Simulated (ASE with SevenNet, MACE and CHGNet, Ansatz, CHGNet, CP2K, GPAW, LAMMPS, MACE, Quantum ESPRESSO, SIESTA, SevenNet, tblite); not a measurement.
# Glassy 67SiO2-13Li2O-10Na2O-10SrO (mol %) (113 atoms) in machine-learned potentials

How do the settings of machine-learned potentials change the result for glassy 67SiO2-13Li2O-10Na2O-10SrO (mol %) (113 atoms)? A plane-wave run serves as the yardstick.

Main program and level: ASE with SevenNet, MACE and CHGNet; the method is named at each step.

## 1. The starting structure

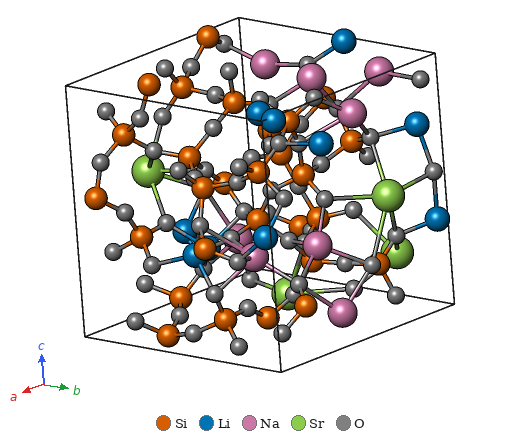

The cell as given, slightly off an axis (silicon orange, lithium blue, sodium pink, strontium green, oxygen grey). Bonds to atoms that aren't drawn are left out. Some periodic images of atoms are drawn too.

The cell holds 113 atoms: 26 Si, 10 Li, 8 Na, 4 Sr and 65 O. Cell: a = 11.372 Å, b = 11.372 Å, c = 11.372 Å, α = 90.0°, β = 90.0°, γ = 90.0°. 113 atoms (26 Si, 10 Li, 8 Na, 4 Sr, 65 O) placed at random at 2.59 g/cm³, melted at 4000 K for 10 ps at fixed volume with the Morse and Coulomb pair potential with partial charges (Pedone, Malavasi, Menziani, Cormack and Segre, J. Phys. Chem. B 110, 11780 (2006)). Quenched from 4000 K to 300 K at 25 K/ps and fixed volume, held 10 ps at zero pressure.

The yardstick, on the same geometry:

- method: Kohn-Sham DFT, PBE, PAW, plane waves (Ansatz 0.2.0); cutoff 420 eV, Γ point, fermi-dirac smearing of 0.05 eV; PAW set soft_2
- r.m.s. force component: 1.302 eV/Å
- longest force: 5.892 eV/Å
- pressure: 3.819 GPa
- gap (highest filled to lowest empty level): 2.877 eV
- SCF cycles: 9
- time: 12 s on 8 threads of Arm Neoverse V2, shared host
- CPU time: 91 s

## 2. SevenNet l3i5 potential

Method: machine-learned interatomic potential SevenNet l3i5, trained on PBE(+U) plane-wave data.

run.py

```python
import numpy as np
from ase.io import read
import mlip  # loads the published weights by name

atoms = read("structure.xyz")
atoms.calc = mlip.calc("7net-l3i5")
energy = atoms.get_potential_energy()
forces = atoms.get_forces()
print(f"energy {energy:.6f} eV")
print("forces (eV/A)")
for i, (a, f) in enumerate(zip(atoms, forces)):
    print(f"{i:4d} {a.symbol:2s} {f[0]:10.5f} {f[1]:10.5f} {f[2]:10.5f}")
stress = -atoms.get_stress(voigt=False) * 160.21766
print("stress (GPa, compression positive)")
for row in stress:
    print(" ".join(f"{x:10.4f}" for x in row))
```

structure.xyz

```xyz
113
Lattice="11.37190 0.00000 0.00000 0.00000 11.37190 0.00000 0.00000 0.00000 11.37190" Properties=species:S:1:pos:R:3 pbc="T T T"
Si 5.08096 1.04383 9.74344
Si 9.58594 3.26578 0.03116
Si 11.14947 7.25084 4.94143
Si 6.97370 1.76321 0.82424
Si 0.08802 2.75268 2.32282
Si 1.89990 7.82421 7.39481
Si 5.94955 5.68356 4.62996
Si 3.14137 9.99863 2.48180
Si 9.11685 8.85553 8.09622
Si 6.15652 6.03825 0.30556
Si 6.38225 8.31627 9.58697
Si 4.92176 2.96113 5.62625
Si 5.03093 7.70685 6.70544
Si 2.44109 0.35594 11.21224
Si 11.34722 1.26353 6.44593
Si 8.76501 10.72109 2.20933
Si 7.49022 3.37950 7.54912
Si 9.54762 1.51246 8.86360
Si 1.64199 5.26553 3.47480
Si 2.07060 3.77149 6.29219
Si 9.12857 6.27422 1.06077
Si 5.29419 4.22023 9.56536
Si 9.46551 5.85858 7.05820
Si 0.71882 5.31784 8.68836
Si 4.04817 6.95483 2.43814
Si 9.22056 1.79881 4.19225
Li 0.31671 11.04610 3.89954
Li 6.81757 3.44284 3.27226
Li 9.32268 9.34042 10.89178
Li 10.57416 11.32061 11.17642
Li 10.28065 10.05390 5.62272
Li 0.08654 6.14299 11.19655
Li 9.28174 4.93029 3.82858
Li 7.30360 10.99185 9.19543
Li 0.46920 10.41166 8.14387
Li 5.49706 0.94808 3.31684
Na 3.74522 9.66441 9.42287
Na 5.94591 10.24585 1.06930
Na 3.13239 6.88910 10.46215
Na 8.46149 7.61633 3.89715
Na 3.51710 2.19955 2.63658
Na 1.01164 2.26619 9.85330
Na 0.76089 8.70246 10.36890
Na 6.04064 9.16348 3.98801
Sr 0.14943 8.38416 1.96143
Sr 3.00912 10.75190 5.64365
Sr 2.95112 4.37591 0.29271
Sr 6.61560 0.08825 6.23191
O 4.62427 1.47482 5.09916
O 9.93188 2.93998 3.26885
O 4.08729 5.17592 9.27879
O 1.89661 10.01421 3.43329
O 4.77233 2.67854 9.54716
O 0.82435 6.62436 3.82448
O 1.21224 2.36774 6.25693
O 3.71065 0.39790 10.19286
[... 53 atom lines left out ...]
O 3.44728 7.34773 6.71124
O 8.89226 7.36149 7.37627
O 4.87093 6.48676 1.07089
O 10.90429 1.28753 7.94600
```

On the command line:

```sh
$ OMP_NUM_THREADS=1 python run.py > output.txt
```

Output:

```text
energy -781.360596 eV
forces (eV/A)
   0 Si    0.61906    3.66767   -0.79583
   1 Si    0.68077   -0.10147    1.01093
   2 Si    2.10340   -1.63222    3.51951
   3 Si   -1.15751   -2.47508    1.80757
   4 Si   -1.52211   -0.07911    4.32171
   5 Si    1.44558   -5.14597   -2.06859
   6 Si   -1.77616   -0.26593    0.63475
   7 Si   -0.81775    0.16348   -0.72433
   8 Si   -1.63233   -0.30831   -3.22409
   9 Si    2.29127   -1.91524   -3.03837
  10 Si    0.60570   -1.08218   -0.84908
  11 Si   -0.73608    1.36687    0.91444
  12 Si   -0.80597    1.93792    1.16518
  13 Si    0.01946    0.10595    2.96277
  14 Si    1.39318    2.19734   -3.11815
  15 Si    0.47138    3.31523    0.98446
  16 Si   -2.34209    3.11479    0.61743
  17 Si   -0.53168    1.62259   -0.54156
  18 Si   -1.00528   -0.60450    2.04424
  19 Si   -0.95341   -1.67971    0.44308
  20 Si    0.20386    0.32438   -2.53511
  21 Si   -0.73409   -0.85372   -0.36799
  22 Si   -0.49036    1.39546    0.16647
  23 Si    1.60130    0.86487    0.21913
[...]
105 O     1.17854   -0.48608    0.52823
 106 O     0.90009   -1.16855   -0.67877
 107 O    -0.14145    1.59611    0.36785
 108 O    -0.31664    1.13292   -1.59812
 109 O    -2.19070   -0.12562    0.22660
 110 O    -0.47955   -1.23578   -0.00563
 111 O    -3.05763    1.07638    1.50847
 112 O    -0.78490    0.50623    3.33158
stress (GPa, compression positive)
    3.6242    -1.3532    -0.1232
   -1.3532     2.5102     0.2185
   -0.1232     0.2185     5.6776
```

Elapsed: 12 s, on 1 thread of Arm Neoverse V2, shared host; peak memory 1.9 GiB.

Banners, paths, timers and routine set-up lines are dropped from the logs unmarked, and long logs keep their key lines alone; longer cuts are marked.

Numbers from this run, and their distance from the reference:

* r.m.s. force component: 1.315 eV/Å
* r.m.s. difference of force components: 47.62 meV/Å
* longest difference of force vectors: 221.5 meV/Å
* force difference over r.m.s. force: 3.658 %
* slope of forces against the reference's: 1.009
* correlation of force components: 0.9994
* pressure: 3.937 GPa
* pressure difference: 0.118 GPa

Length of the force difference by element (eV/Å):

```
element  atoms   mean   most
     Li     10  0.070   0.12
     Na      8  0.050  0.069
      O     65  0.068   0.18
     Si     26  0.099   0.22
     Sr      4  0.065  0.088
```

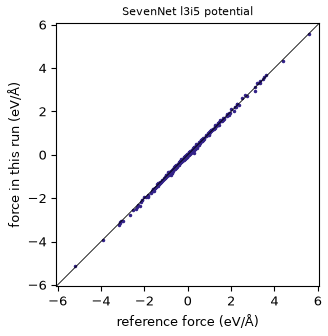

Force components against those of the reference; the line marks equality.

A closer look about O51, picked at random: 9 atoms, nearest first, numbered in the order of the input, with positions taken from that point.

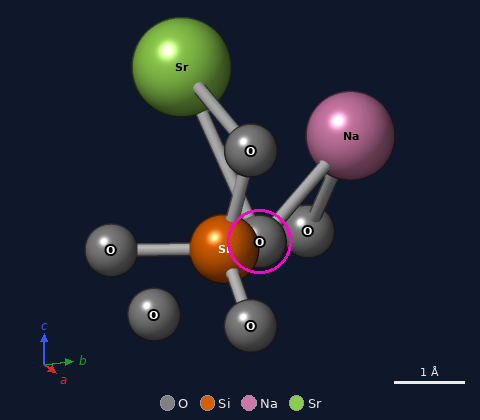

The atoms of the table, within 3.2 Å (arrows a, b, c point along x, y, z); some may hide others; the central atom is ringed.

| atom | x | y | z | distance (Å) | Fx | Fy | Fz (eV/Å) |
| --- | --- | --- | --- | --- | --- | --- | --- |
| O51 | 0.00 | 0.00 | 0.00 | 0.00 | -0.91 | 0.79 | 0.67 |
| Si22 | 1.21 | -0.96 | 0.29 | 1.57 | -0.73 | -0.85 | -0.37 |
| Na39 | -0.95 | 1.71 | 1.18 | 2.29 | 0.78 | 0.29 | -1.21 |
| O77 | 1.65 | -0.70 | 1.85 | 2.58 | 0.74 | 1.72 | 2.22 |
| O53 | 0.69 | -2.50 | 0.27 | 2.60 | -1.02 | -1.84 | -0.13 |
| Sr47 | -1.14 | -0.80 | 2.39 | 2.76 | -0.58 | -0.40 | -0.73 |
| O92 | 2.58 | -1.02 | -0.50 | 2.82 | 2.63 | -0.27 | -1.36 |
| O65 | -2.56 | 1.62 | -0.66 | 3.10 | -0.06 | 0.25 | 0.99 |
| O79 | -2.63 | -0.71 | -1.71 | 3.21 | 0.39 | -0.23 | -0.21 |

Atoms are counted from 1 here, from 0 in the log.

Forces lie 3.7 % from the reference's, at 0.11 times its CPU time (on 1 against 8 cores).

## 3. MACE MP-0b3 medium potential

Method: machine-learned interatomic potential MACE MP-0b3 medium, trained on PBE(+U) plane-wave data.

Edit run.py of step 2 so:

```diff
@@ -5,3 +5,3 @@
 atoms = read("structure.xyz")
-atoms.calc = mlip.calc("7net-l3i5")
+atoms.calc = mlip.calc("mace-mp-0b3-medium")
 energy = atoms.get_potential_energy()
```

structure.xyz is that of step 2.

Output:

```text
energy -781.620769 eV
forces (eV/A)
   0 Si    0.52646    3.50586   -0.71621
   1 Si    0.67292   -0.09579    1.02091
   2 Si    2.18621   -1.59350    3.46164
   3 Si   -1.26489   -2.34039    1.78204
   4 Si   -1.46219    0.07463    4.00520
   5 Si    1.42588   -5.23986   -2.07783
   6 Si   -1.81538   -0.26830    0.71461
   7 Si   -0.73872    0.16228   -0.85453
   8 Si   -1.50492   -0.31546   -3.06336
   9 Si    2.23059   -1.80389   -2.86979
  10 Si    0.54024   -1.03687   -0.78219
  11 Si   -0.79625    1.36328    0.94664
  12 Si   -0.81895    1.97524    1.08776
  13 Si    0.03610    0.08367    2.94375
  14 Si    1.39454    2.34810   -2.92074
  15 Si    0.49823    3.23274    0.86856
  16 Si   -2.24018    2.89208    0.52472
  17 Si   -0.38655    1.58597   -0.55898
  18 Si   -0.99706   -0.54431    2.06671
  19 Si   -0.92163   -1.61579    0.44608
  20 Si    0.28958    0.36345   -2.59919
  21 Si   -0.64753   -0.89903   -0.35039
  22 Si   -0.37669    1.31538    0.22707
  23 Si    1.58716    0.80182    0.29587
[...]
105 O     1.17439   -0.50998    0.48292
 106 O     0.89454   -1.22427   -0.72184
 107 O    -0.09530    1.57038    0.42273
 108 O    -0.33530    1.13153   -1.58651
 109 O    -2.17805   -0.08259    0.27244
 110 O    -0.47982   -1.22137   -0.02645
 111 O    -2.91747    1.04361    1.41133
 112 O    -0.80977    0.47669    3.23016
stress (GPa, compression positive)
    3.5410    -1.2835    -0.1851
   -1.2835     2.5322     0.1913
   -0.1851     0.1913     5.5304
```

Elapsed: 8.2 s, on 1 thread; peak memory 1.3 GiB.

Compared with the plane-wave run:

| Item | Value |
| --- | --- |
| r.m.s. force component | 1.285 eV/Å |
| r.m.s. difference of force components | 69.06 meV/Å |
| longest difference of force vectors | 456.2 meV/Å |
| force difference over r.m.s. force | 5.304 % |
| slope of forces against the reference's | 0.9854 |
| correlation of force components | 0.9987 |
| pressure | 3.868 GPa |
| pressure difference | 0.0486 GPa |

Against the first run (3.7 %), the force difference from the reference is 5.3 %, at 0.81 times the CPU time.

## 4. CHGNet r2SCAN potential

Method: machine-learned interatomic potential CHGNet r2SCAN, trained on r2SCAN plane-wave data.

Edit run.py of step 3 so:

```diff
@@ -5,3 +5,3 @@
 atoms = read("structure.xyz")
-atoms.calc = mlip.calc("mace-mp-0b3-medium")
+atoms.calc = mlip.calc("chgnet-r2scan")
 energy = atoms.get_potential_energy()
```

structure.xyz is that of step 3.

Output:

```text
CHGNet vr2scan initialized with 412,525 parameters
CHGNet will run on cpu
energy -1043.893921 eV
forces (eV/A)
   0 Si    0.48664    2.94459   -0.67872
   1 Si    0.52926   -0.15576    0.78230
   2 Si    1.62698   -1.54851    2.97671
   3 Si   -1.30688   -2.17028    1.67072
   4 Si   -1.37963    0.15916    3.69460
   5 Si    1.17204   -4.76939   -1.88657
   6 Si   -1.69156   -0.13300    0.53018
   7 Si   -0.83050    0.31347   -0.68189
   8 Si   -1.55997   -0.40418   -2.62899
   9 Si    1.94797   -1.68402   -2.82962
  10 Si    0.45478   -0.89029   -0.71339
  11 Si   -0.70749    1.02380    0.69744
  12 Si   -0.82817    1.65081    0.86784
  13 Si   -0.04539    0.16922    2.20457
  14 Si    1.29853    1.82181   -2.61991
  15 Si    0.48142    2.70483    0.81878
  16 Si   -1.94395    2.41143    0.42531
  17 Si   -0.16825    1.52798   -0.64924
  18 Si   -0.74924   -0.73952    1.79044
  19 Si   -0.69204   -1.63820    0.36030
  20 Si    0.18749    0.16935   -2.07326
  21 Si   -0.74668   -0.84929   -0.31693
  22 Si   -0.27996    1.16689    0.03154
  23 Si    1.29531    0.68752    0.23455
[...]
105 O     0.93525   -0.35230    0.18212
 106 O     0.57205   -0.82587   -0.49298
 107 O    -0.17510    0.79151    0.17588
 108 O    -0.31255    1.08154   -1.41374
 109 O    -1.69137    0.13844    0.35654
 110 O    -0.21722   -1.21455    0.10125
 111 O    -2.70696    1.07649    1.61263
 112 O    -0.98942    0.40126    2.87010
stress (GPa, compression positive)
   -0.4117    -1.0096    -0.1042
   -1.0096    -1.2332     0.0813
   -0.1042     0.0813     1.3039
```

The job ended after 4.7 s (1 thread; peak memory 1.4 GiB).

Compared with the plane-wave run:

| Quantity | Value |
| --- | --- |
| r.m.s. force component | 1.086 eV/Å |
| r.m.s. difference of force components | 280.4 meV/Å |
| longest difference of force vectors | 895.7 meV/Å |
| force difference over r.m.s. force | 21.54 % |
| slope of forces against the reference's | 0.8243 |
| correlation of force components | 0.9888 |
| pressure | -0.1137 GPa |
| pressure difference | -3.933 GPa |

Against the first run (3.7 %), the force difference from the reference is 22 %, at 0.38 times the CPU time; this potential was trained at another functional than the reference's.

## 5. All runs compared

Differences are against the plane-wave reference, forces as r.m.s. over components; share is that over the reference's r.m.s. force, slope the least-squares factor from reference forces to these. Total energies of different programs have different zeros and aren't compared.

```
                         run  Δ force, r.m.s. (meV/Å)  share (%)  slope  Δ pressure (GPa)  cores  CPU time  memory (GiB)
                   reference                        -          -      -                 -      8      91 s           2.1
     SevenNet l3i5 potential                     47.6       3.66  1.009             0.118      1      10 s           1.9
MACE MP-0b3 medium potential                     69.1       5.30  0.985            0.0486      1     8.1 s           1.3
     CHGNet r2SCAN potential                      280       21.5  0.824             -3.93      1     3.8 s           1.4
```

Times of the machine-learned potentials are mostly Python's start and the loading of weights.

CPU time is summed over cores on a shared host, where runs went side by side, so it is rough. Symmetry, cutoffs, thresholds, outputs and thread counts weren't matched or tuned between programs; memory under MPI is the largest rank's times the ranks.

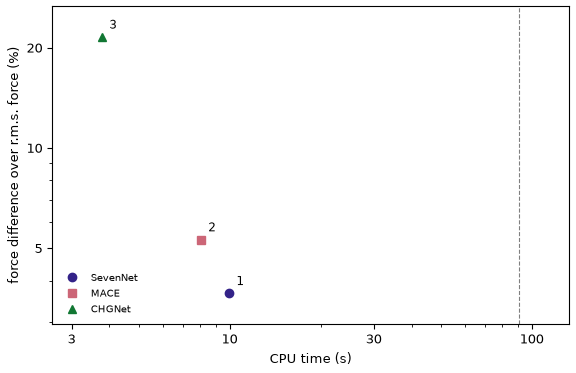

Force difference against CPU time; the dashed line marks the reference's time. Points: 1 SevenNet l3i5 potential; 2 MACE MP-0b3 medium potential; 3 CHGNet r2SCAN potential.

## 6. What came out

```yaml
nearest_in_forces: SevenNet l3i5 potential, 3.7 %
its_cpu_time: 10 s
```

**Reading.** Machine-learned potentials differ by 3.7 % (SevenNet l3i5 potential) to 22 % (CHGNet r2SCAN potential); they were trained on other programs' data, some at another functional. Machine-learned potentials mimic data converged in k, so the reference's own k-point error enters their differences. The quench rate of 25 K/ps is many orders above laboratory rates, so the cell is likely richer in defects and strain than a real sample. The network of bonds at the start is that of the classical potential that made the cell, and needn't be the one that DFT or experiment would give. The reference's stress is far from hydrostatic: its diagonal is 3.5, 2.4, 5.6 GPa, compression counted positive. The electronic-structure runs sample only Γ, in a cell whose shortest periodic width is 11 Å.

[Also dropped from logs without a mark: logging warnings of Python, and SIESTA's first energy breakdown and zero terms.]

[Logs are printed without paths, hosts, clocks, repeated set-up lines and the standing remarks that a program may print on its own settings, such as how far it seeks lower states.]

[Hosts, paths, dates, database ids (printed as entryN), source tags and the programs' standing remarks are cut or masked in the printed files.]
